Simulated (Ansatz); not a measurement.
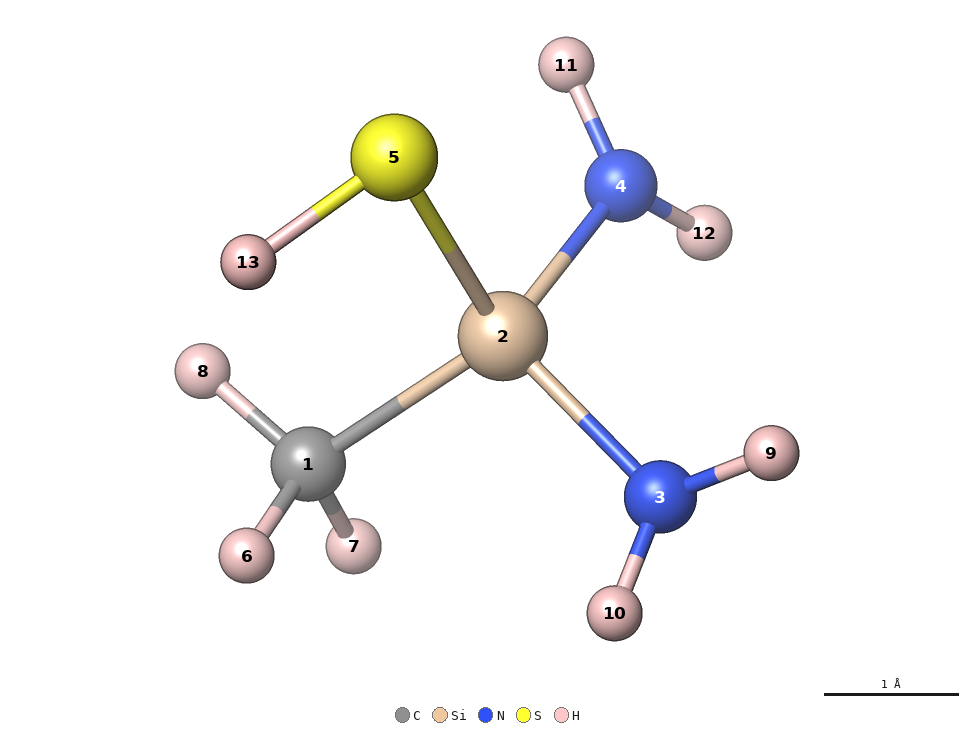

Orthographic view. Depth is shown by fading: the farther an atom, the more it takes the colour of the background. The computed structure is the end point of a PBE-D4/def2-SVP optimisation. No frequency run is at hand to confirm it as a minimum.

Write the connection table.

C1: Si2, H6, H7, H8
Si2: C1, N3, N4, S5
N3: Si2, H9, H10
N4: Si2, H11, H12
S5: Si2, H13
(terminal hydrogens appear only as neighbours)
